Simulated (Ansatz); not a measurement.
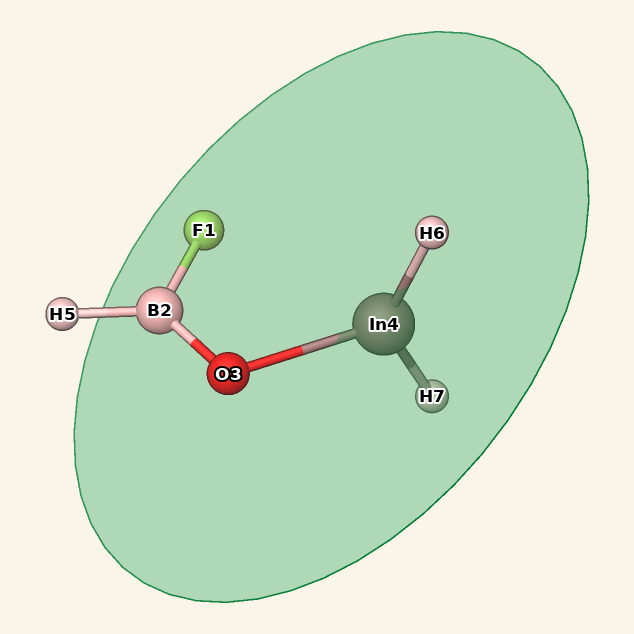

A disc through the centre of mass is drawn in. Atoms fade into the background with distance from the viewer. The computed structure is the end point of a PBE0-D4/def2-TZVP optimisation.

Question: Is the plane of the disc a mirror plane of the structure?

Answer: No. The point group is Cs, with 1 mirror plane, and this plane isn't one of its mirror planes.
